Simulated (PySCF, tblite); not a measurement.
# C₄H₇O₂−: a rotation path, then NMR shifts on frames, part 2 of 2

tblite 0.8.0 and PySCF 2.14.0. Atoms count from 0. Earlier steps stand in the parts before.

## (5) Nuclear shieldings: image 4, PBE0/pcSseg-1

Job settings and geometry (Å):

```
{"job": {"kind": "nmr", "xc": "PBE0", "basis": "pcSseg-1", "pop": false}, "charge": -1, "multiplicity": 1}
C      1.524300     0.751000     0.291700
C      1.095900    -0.494000    -0.040400
O      1.528700    -1.604300     0.390500
C     -0.042000    -0.553700    -1.101600
O     -1.392700    -0.329100    -0.646100
C     -1.519400     0.168800     0.655500
H      2.307300     0.897900     1.020300
H      1.096800     1.642500    -0.146100
H      0.155900     0.178400    -1.900200
H     -0.045300    -1.558300    -1.542700
H     -1.119700     1.186900     0.747600
H     -2.591800     0.179900     0.871300
H     -1.002300    -0.465600     1.382500
```

Method: GIAO PBE0/pcSseg-1 NMR shielding, non-relativistic, gas phase.

What it wrote:

```text
coarse grid: 10856 points
cycle   1  E = -306.4071356179  dE =  7.332e-01  |g| = 9.939e-01  |ddm| = 3.096e+00
cycle   2  E = -305.7130670636  dE =  6.941e-01  |g| = 2.033e+00  |ddm| = 5.517e+00
cycle   3  E = -306.5801143618  dE = -8.670e-01  |g| = 3.763e-01  |ddm| = 4.907e+00
cycle   4  E = -306.6096765458  dE = -2.956e-02  |g| = 1.363e-01  |ddm| = 4.889e-01
cycle   5  E = -306.6131867101  dE = -3.510e-03  |g| = 3.540e-02  |ddm| = 1.146e-01
cycle   6  E = -306.6134476825  dE = -2.610e-04  |g| = 1.105e-02  |ddm| = 3.629e-02
cycle   7  E = -306.6134764478  dE = -2.877e-05  |g| = 1.969e-03  |ddm| = 1.567e-02
cycle   8  E = -306.6134772018  dE = -7.540e-07  |g| = 6.863e-04  |ddm| = 2.886e-03
final grid: 104856 points
cycle   9  E = -306.6723120606  dE = -2.415e-05  |g| = 1.438e-02  |ddm| = 3.093e-02
cycle  10  E = -306.6722236544  dE =  8.841e-05  |g| = 2.572e-02  |ddm| = 3.006e-02
cycle  11  E = -306.6723496087  dE = -1.260e-04  |g| = 3.274e-03  |ddm| = 2.417e-02
cycle  12  E = -306.6723517720  dE = -2.163e-06  |g| = 4.764e-04  |ddm| = 3.724e-03
cycle  13  E = -306.6723518087  dE = -3.662e-08  |g| = 1.831e-04  |ddm| = 5.270e-04
cycle  14  E = -306.6723518160  dE = -7.302e-09  |g| = 2.928e-05  |ddm| = 1.871e-04
cycle  15  E = -306.6723518162  dE = -2.066e-10  |g| = 5.137e-06  |ddm| = 4.244e-05
converged SCF energy = -306.6723518162

GIAO shielding tensors (ppm)
atom      isotropic    diamagn.    paramagn.     s11        s22        s33       span
  0 C      126.120     257.453    -131.333     54.346    144.405    179.611    125.265
  1 C       14.167     244.543    -230.376    -96.633     37.283    101.851    198.484
  2 O      -18.682     402.910    -421.592   -254.200    -85.794    283.948    538.148
  3 C       98.566     245.664    -147.098     74.181     95.741    125.778     51.597
  4 O      348.713     394.951     -46.238    297.764    324.602    423.772    126.008
  5 C      130.598     244.130    -113.531    105.621    112.749    173.424     67.803
  6 H       29.048      32.567      -3.519     26.211     27.530     33.403      7.192
  7 H       29.470      34.298      -4.828     26.720     27.137     34.555      7.835
  8 H       27.272      31.186      -3.915     24.091     27.530     30.195      6.104
  9 H       28.391      30.846      -2.455     25.079     27.136     32.959      7.880
 10 H       27.238      30.691      -3.453     22.867     27.022     31.825      8.958
 11 H       28.796      29.529      -0.732     25.258     27.141     33.990      8.733
 12 H       27.897      29.885      -1.988     24.342     26.396     32.954      8.612
```

Wall time 12 s (1 thread of Intel Xeon at 2.80GHz, shared host); peak memory 0.7 GiB.

In short: δ C1 172.8, C3 88.4, C0 60.8, C5 56.3, H10 4.48, H8 4.45 ppm.

## (6) NMR shieldings: image 6, PBE0/pcSseg-1

Job settings and geometry (Å):

```
{"job": {"kind": "nmr", "xc": "PBE0", "basis": "pcSseg-1", "pop": false}, "charge": -1, "multiplicity": 1}
C      1.555100     0.608600     0.429400
C      1.198200    -0.594600    -0.092800
O      1.771400    -1.710700     0.076300
C     -0.049500    -0.582900    -1.025200
O     -1.323600    -0.720500    -0.381300
C     -1.573000     0.272200     0.567300
H      2.409600     0.702800     1.082900
H      1.026100     1.522400     0.195700
H     -0.066900     0.341600    -1.631300
H      0.002400    -1.448000    -1.692300
H     -1.553800     1.274300     0.108900
H     -2.570400     0.082400     0.971200
H     -0.830100     0.252800     1.373700
```

Level: GIAO PBE0/pcSseg-1 NMR shielding, non-relativistic, gas phase.

What it wrote:

```text
coarse grid: 10856 points
cycle   1  E = -306.4071635399  dE =  7.467e-01  |g| = 9.970e-01  |ddm| = 3.092e+00
cycle   2  E = -304.1112301950  dE =  2.296e+00  |g| = 2.738e+00  |ddm| = 1.318e+01
cycle   3  E = -306.5210630637  dE = -2.410e+00  |g| = 6.255e-01  |ddm| = 1.310e+01
cycle   4  E = -306.6095675740  dE = -8.850e-02  |g| = 1.767e-01  |ddm| = 7.214e-01
cycle   5  E = -306.6161184274  dE = -6.551e-03  |g| = 5.679e-02  |ddm| = 2.441e-01
cycle   6  E = -306.6167934030  dE = -6.750e-04  |g| = 2.200e-02  |ddm| = 6.837e-02
cycle   7  E = -306.6169090179  dE = -1.156e-04  |g| = 3.575e-03  |ddm| = 2.235e-02
cycle   8  E = -306.6169109527  dE = -1.935e-06  |g| = 1.968e-03  |ddm| = 5.362e-03
final grid: 104856 points
cycle   9  E = -306.6759004255  dE = -1.991e-05  |g| = 1.575e-02  |ddm| = 3.032e-02
cycle  10  E = -306.6757968002  dE =  1.036e-04  |g| = 2.788e-02  |ddm| = 3.214e-02
cycle  11  E = -306.6759456761  dE = -1.489e-04  |g| = 3.612e-03  |ddm| = 2.557e-02
cycle  12  E = -306.6759482846  dE = -2.608e-06  |g| = 5.082e-04  |ddm| = 4.186e-03
cycle  13  E = -306.6759483285  dE = -4.389e-08  |g| = 1.841e-04  |ddm| = 5.672e-04
cycle  14  E = -306.6759483358  dE = -7.349e-09  |g| = 3.175e-05  |ddm| = 2.046e-04
cycle  15  E = -306.6759483361  dE = -2.547e-10  |g| = 5.236e-06  |ddm| = 4.698e-05
converged SCF energy = -306.6759483361

GIAO shielding tensors (ppm)
atom      isotropic    diamagn.    paramagn.     s11        s22        s33       span
  0 C      128.744     257.097    -128.353     57.948    145.436    182.849    124.901
  1 C       17.201     243.726    -226.525    -92.984     39.826    104.760    197.744
  2 O       -6.242     401.883    -408.125   -218.141    -92.408    291.824    509.965
  3 C       96.581     247.008    -150.427     77.680     91.185    120.880     43.200
  4 O      319.303     394.837     -75.534    271.664    322.956    363.290     91.626
  5 C      128.005     245.036    -117.031    100.715    112.028    171.273     70.558
  6 H       29.215      32.159      -2.944     26.276     27.511     33.858      7.582
  7 H       29.598      34.514      -4.915     27.008     27.823     33.964      6.956
  8 H       27.881      31.825      -3.943     23.857     29.218     30.569      6.713
  9 H       28.353      31.019      -2.666     25.143     27.162     32.753      7.610
 10 H       29.228      30.894      -1.665     25.818     27.104     34.763      8.945
 11 H       28.599      29.689      -1.091     24.922     27.000     33.874      8.953
 12 H       26.420      29.815      -3.394     21.646     27.194     30.421      8.775
```

Run time: 11 s. Hardware: 1 thread of Intel Xeon at 2.80GHz, shared host; peak memory 0.7 GiB.

This run: δ C1 169.7, C3 90.3, C5 58.9, C0 58.2, H12 5.30, H8 3.84 ppm.

## (7) Shielding tensors: image 8, PBE0/pcSseg-1

Job settings and geometry (Å):

```
{"job": {"kind": "nmr", "xc": "PBE0", "basis": "pcSseg-1", "pop": false}, "charge": -1, "multiplicity": 1}
C      1.594500     0.603500     0.416800
C      1.167800    -0.599900    -0.051500
O      1.635100    -1.744500     0.218600
C     -0.039000    -0.543700    -1.033200
O     -1.327200    -0.709800    -0.425400
C     -1.593400     0.248100     0.554900
H      2.431100     0.674500     1.096200
H      1.155100     1.538200     0.095300
H     -0.037200     0.407600    -1.595800
H      0.030900    -1.377700    -1.737200
H     -1.743500     1.245400     0.106900
H     -2.510600    -0.057500     1.062900
H     -0.767900     0.316300     1.273900
```

With the program's defaults for keys left out, this is: GIAO PBE0/pcSseg-1 NMR shielding, non-relativistic, gas phase.

What it wrote:

```text
coarse grid: 10856 points
cycle   1  E = -306.4082085573  dE =  7.479e-01  |g| = 9.975e-01  |ddm| = 3.090e+00
cycle   2  E = -304.3702478746  dE =  2.038e+00  |g| = 2.720e+00  |ddm| = 1.220e+01
cycle   3  E = -306.5417827118  dE = -2.172e+00  |g| = 5.615e-01  |ddm| = 1.208e+01
cycle   4  E = -306.6106030241  dE = -6.882e-02  |g| = 1.907e-01  |ddm| = 7.206e-01
cycle   5  E = -306.6177256544  dE = -7.123e-03  |g| = 4.692e-02  |ddm| = 2.051e-01
cycle   6  E = -306.6181686029  dE = -4.429e-04  |g| = 1.988e-02  |ddm| = 5.398e-02
cycle   7  E = -306.6182624248  dE = -9.382e-05  |g| = 3.424e-03  |ddm| = 2.098e-02
cycle   8  E = -306.6182643943  dE = -1.970e-06  |g| = 1.643e-03  |ddm| = 5.396e-03
final grid: 104856 points
cycle   9  E = -306.6767905530  dE = -1.368e-05  |g| = 1.532e-02  |ddm| = 2.699e-02
cycle  10  E = -306.6766865302  dE =  1.040e-04  |g| = 2.770e-02  |ddm| = 3.250e-02
cycle  11  E = -306.6768331764  dE = -1.466e-04  |g| = 3.352e-03  |ddm| = 2.567e-02
cycle  12  E = -306.6768354292  dE = -2.253e-06  |g| = 4.560e-04  |ddm| = 3.776e-03
cycle  13  E = -306.6768354650  dE = -3.578e-08  |g| = 1.642e-04  |ddm| = 5.034e-04
cycle  14  E = -306.6768354709  dE = -5.927e-09  |g| = 2.656e-05  |ddm| = 1.840e-04
cycle  15  E = -306.6768354711  dE = -1.770e-10  |g| = 4.803e-06  |ddm| = 4.067e-05
converged SCF energy = -306.6768354711

GIAO shielding tensors (ppm)
atom      isotropic    diamagn.    paramagn.     s11        s22        s33       span
  0 C      127.388     256.816    -129.428     54.804    143.750    183.611    128.807
  1 C       16.721     243.699    -226.979    -93.411     38.783    104.790    198.201
  2 O       -0.890     402.338    -403.228   -216.069    -94.490    307.890    523.959
  3 C       97.839     247.211    -149.373     81.185     92.550    119.781     38.595
  4 O      320.434     394.837     -74.403    274.863    325.175    361.265     86.402
  5 C      129.636     245.314    -115.678    100.676    113.832    174.400     73.723
  6 H       29.205      32.084      -2.878     26.110     27.556     33.949      7.840
  7 H       29.544      34.256      -4.712     27.089     27.526     34.017      6.927
  8 H       28.032      32.012      -3.980     24.020     29.372     30.703      6.683
  9 H       28.345      30.886      -2.541     25.104     27.184     32.747      7.643
 10 H       29.305      30.705      -1.400     25.817     26.911     35.186      9.369
 11 H       28.653      29.806      -1.153     24.872     27.037     34.050      9.177
 12 H       26.095      29.483      -3.388     21.081     27.414     29.789      8.708
```

It took 12 s on 1 thread of Intel Xeon at 2.80GHz, shared host; peak memory 0.7 GiB.

Key values: δ C1 170.2, C3 89.1, C0 59.5, C5 57.3, H12 5.62, H8 3.69 ppm.

## (8) Side by side: NMR shifts

Shifts (ppm) of some atoms, chosen among heavy atoms and hydrogens apart, with basis size and wall time:

```
  frame     C1    C5    C0   H10   H12     O2     O4  functions  time
image 0  172.6  55.4  48.4  5.15  2.58  345.4   31.2        137  11 s
image 2  171.2  54.3  53.3  5.38  2.80  350.6    9.3        137  12 s
image 4  172.8  56.3  60.8  4.48  3.82  354.8  -12.6        137  12 s
image 6  169.7  58.9  58.2  2.49  5.30  342.3   16.8        137  11 s
image 8  170.2  57.3  59.5  2.41  5.62  337.0   15.6        137  12 s
```

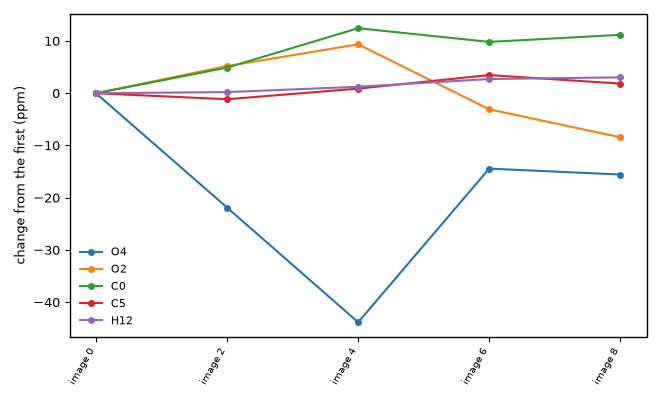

How five of the tabulated atoms move from run to run.

## (9) Results

The summary covers parts 1 to 2.

| quantity | value |
| --- | --- |
| barrier | 0.117 eV (2.7 kcal/mol) at image 4 |
| end to end (GFN2-xTB) | 0.064 eV |
| ¹³C shifts against TMS (PBE0/pcSseg-1, image 0) | 172.6, 88.3, 55.4, 48.4 ppm |
| ¹H shifts against TMS (PBE0/pcSseg-1, image 0) | 5.15, 4.41, 2.80, 2.70, 2.58, 2.37, 2.22 ppm |
| ¹⁷O shifts against H2O (PBE0/pcSseg-1, image 0) | 345.4, 31.2 ppm |
| range of the shift of O4 | -12.6 to 31.2 ppm |

What this shows: Along the band the dihedral turns by 114°, and the top (dihedral 12°) lies 2.7 kcal/mol above the start (GFN2-xTB, rough), so at room temperature this motion is fast. The top was not checked by a frequency run. Shifts at one fixed geometry are not the observed spectrum, which averages over the motion. In the first frame run (image 0): The widest tensor belongs to O2: span 503 ppm, with a paramagnetic part of -412 ppm. Across the 5 runs the shift of O4 moves most, between -12.6 (image 4) and 31.2 ppm (image 0). At PBE0/pcSseg-1 the HOMO lies above zero (+0.35 eV), as often for anions in the gas phase: self-interaction error lifts it, or the electron is held by the finite basis alone; counter-ions and solvent are missing.
